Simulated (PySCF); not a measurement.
# NMR shielding calculation, with input and output: C5H7ClO

C5H7ClO, SMILES C=CCOC(=C)Cl, computed with GIAO PBE0/pcSseg-1 NMR shielding, non-relativistic, gas phase (PySCF 2.14.0).

The geometry comes from this level: GFN2-xTB. Figures and captions count atoms from 1; the log counts them from 0 in places.

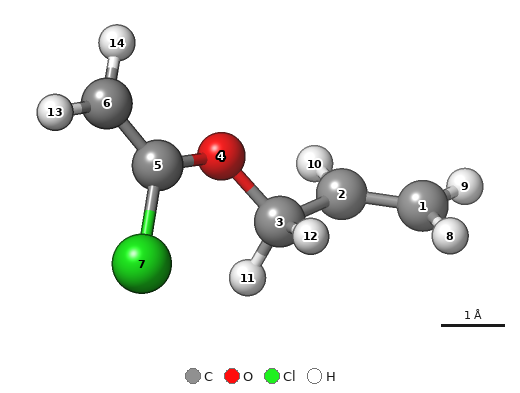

*The input geometry (ball-and-stick view, seen at a tilt; atoms are numbered from 1 in the order of the input).*

Bond lengths as drawn: C–C 1.32 to 1.50 Å, C–Cl 1.74 Å, C–H 1.07 to 1.10 Å and C–O 1.34 to 1.42 Å.

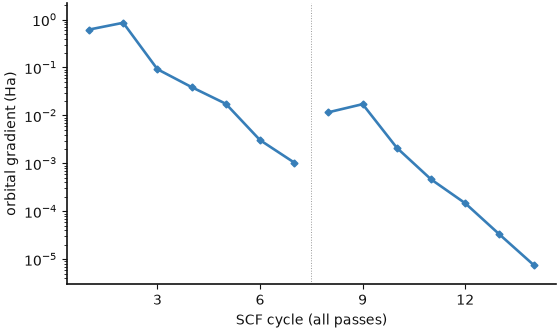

*Convergence of the self-consistent field: orbital gradient against the SCF cycle. The dotted line marks the change from a coarse to the final integration grid.*

The first 7 cycles use a coarse grid, the final grid takes over at cycle 8, and the field converges after 14 cycles in all.

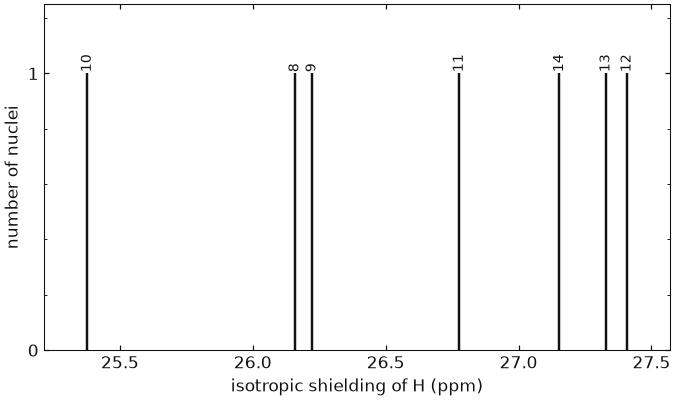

*Isotropic shieldings of the hydrogen nuclei in this fixed geometry, labelled by atom number; shielding grows to the right, so chemical shift grows to the left.*

The least shielded is H10 (25.4 ppm), the most shielded H12 (27.4 ppm).

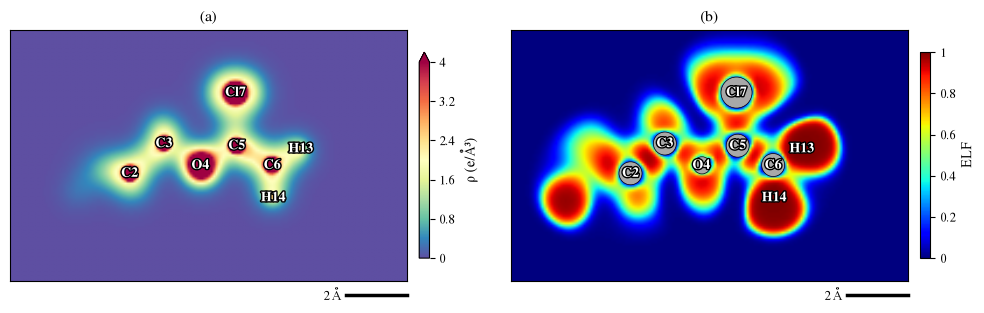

*(a) electron density; (b) electron localisation function on the plane of atoms C5, C6 and H14. Grey discs, where drawn, cover atomic cores.*

The section cuts through C, O, Cl and H sites. C–C (1.32 Å): ρ is about 2.3 e/Å³ halfway; the ELF peaks at about 0.90 between the atoms; a double or triple bond. C–Cl (1.74 Å): ρ at the midpoint is about 1.4 e/Å³; the ELF peaks at about 0.90 between the atoms (a covalent bond).

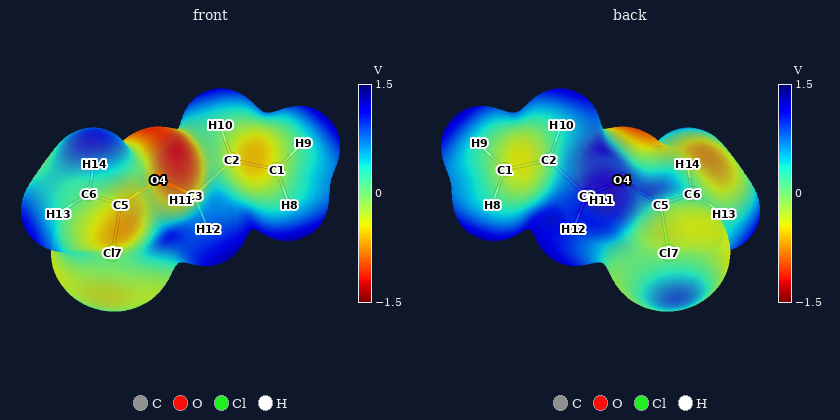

*The molecular electrostatic potential painted on the density surface at 0.004 e/bohr³, seen at a tilt and from behind; red is negative and blue positive.*

A positive charge is drawn to the negative regions and a negative charge to the positive ones.

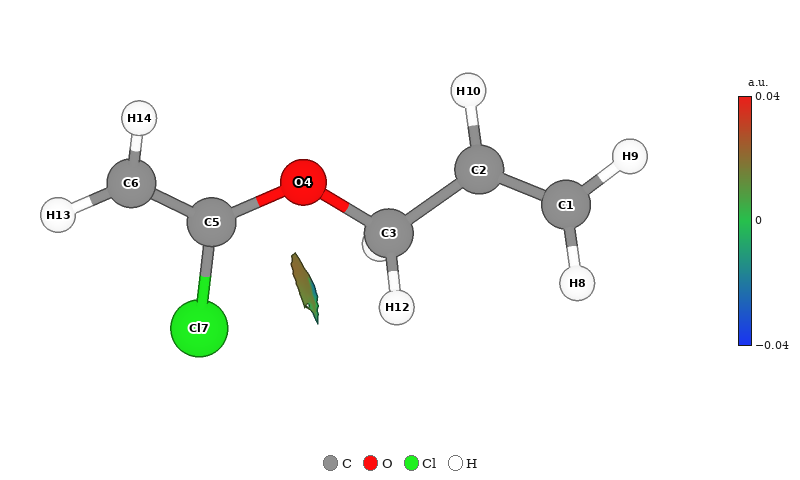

*Non-covalent interaction (NCI) plot: the surface where the reduced density gradient is 0.4, for densities under 0.05 a.u., coloured by sign(λ₂)ρ; seen at a tilt.*

The input and output of the run follow.

Input file:
```
{"job": {"kind": "nmr", "xc": "PBE0", "basis": "pcSseg-1"}, "charge": 0, "multiplicity": 1}
C      2.810332     0.166261     0.509723
C      1.758405    -0.242179    -0.172522
C      0.395621    -0.428486     0.417420
O     -0.553443     0.105675    -0.496936
C     -1.862858     0.041758    -0.226541
C     -2.775007     0.648516    -0.971489
Cl    -2.355966    -0.904764     1.152308
H      2.749863     0.411790     1.557340
H      3.779387     0.262533     0.052337
H      1.823986    -0.480696    -1.224207
H      0.202375    -1.501973     0.562550
H      0.316725     0.074466     1.389006
H     -3.821071     0.564390    -0.756311
H     -2.469027     1.237434    -1.814846
```

The first line tells a small driver script what to run in PySCF; the rest is the geometry in Å.

Command:
```bash
OMP_NUM_THREADS=1 python <driver script> task.json out
```

What the program printed:
```
coarse grid: 12480 points
cycle   1  E = -729.4481913920  dE =  9.983e-01  |g| = 6.174e-01  |ddm| = 3.370e+00
cycle   2  E = -729.3774418692  dE =  7.075e-02  |g| = 8.560e-01  |ddm| = 9.773e-01
cycle   3  E = -729.5264558019  dE = -1.490e-01  |g| = 9.205e-02  |ddm| = 6.184e-01
cycle   4  E = -729.5283434346  dE = -1.888e-03  |g| = 3.896e-02  |ddm| = 1.159e-01
cycle   5  E = -729.5286390290  dE = -2.956e-04  |g| = 1.750e-02  |ddm| = 4.048e-02
cycle   6  E = -729.5286976412  dE = -5.861e-05  |g| = 3.056e-03  |ddm| = 1.448e-02
cycle   7  E = -729.5286996790  dE = -2.038e-06  |g| = 1.039e-03  |ddm| = 3.392e-03
final grid: 116600 points
cycle   8  E = -729.5813150462  dE = -2.826e-05  |g| = 1.164e-02  |ddm| = 2.496e-02
cycle   9  E = -729.5812863696  dE =  2.868e-05  |g| = 1.719e-02  |ddm| = 1.741e-02
cycle  10  E = -729.5813401307  dE = -5.376e-05  |g| = 2.113e-03  |ddm| = 1.141e-02
cycle  11  E = -729.5813411353  dE = -1.005e-06  |g| = 4.645e-04  |ddm| = 2.162e-03
cycle  12  E = -729.5813411805  dE = -4.525e-08  |g| = 1.473e-04  |ddm| = 4.674e-04
cycle  13  E = -729.5813411857  dE = -5.114e-09  |g| = 3.303e-05  |ddm| = 1.265e-04
cycle  14  E = -729.5813411859  dE = -2.410e-10  |g| = 7.611e-06  |ddm| = 3.616e-05
converged SCF energy = -729.5813411859

GIAO shielding tensors (ppm)
atom      isotropic    diamagn.    paramagn.     s11        s22        s33       span
  0 C       63.619     253.193    -189.574    -50.607     76.298    165.166    215.773
  1 C       43.835     254.557    -210.722    -75.128     53.176    153.456    228.584
  2 C      111.080     246.378    -135.298     85.398    104.527    143.314     57.915
  3 O      200.829     400.370    -199.541    120.462    202.569    279.455    158.993
  4 C       28.134     251.204    -223.070    -70.444     65.983     88.864    159.308
  5 C       96.507     252.334    -155.828      9.441    129.947    150.133    140.691
  6 Cl     713.127    1146.679    -433.553    544.517    599.339    995.524    451.006
  7 H       26.158      30.731      -4.573     22.858     25.503     30.114      7.256
  8 H       26.222      28.065      -1.843     23.344     25.385     29.938      6.593
  9 H       25.377      31.049      -5.672     23.278     24.307     28.547      5.269
 10 H       26.777      30.147      -3.370     22.163     27.889     30.278      8.114
 11 H       27.408      31.639      -4.231     22.928     27.114     32.180      9.252
 12 H       27.328      28.993      -1.664     24.667     25.114     32.204      7.536
 13 H       27.154      30.831      -3.677     24.375     24.720     32.366      7.992
```

Results in brief:

- outcome: converged
- total energy: −729.581341 hartree
- HOMO: −6.68 eV
- LUMO: −0.09 eV
- dipole moment: 1.38 D
- isotropic shielding, C: 28.1 to 111.1 ppm
- isotropic shielding, O: 200.8 ppm
- isotropic shielding, Cl: 713.1 ppm
- isotropic shielding, H: 25.4 to 27.4 ppm
- hardware: 1 CPU thread, shared host
- wall time: 76 s
- peak memory: 0.73 GiB
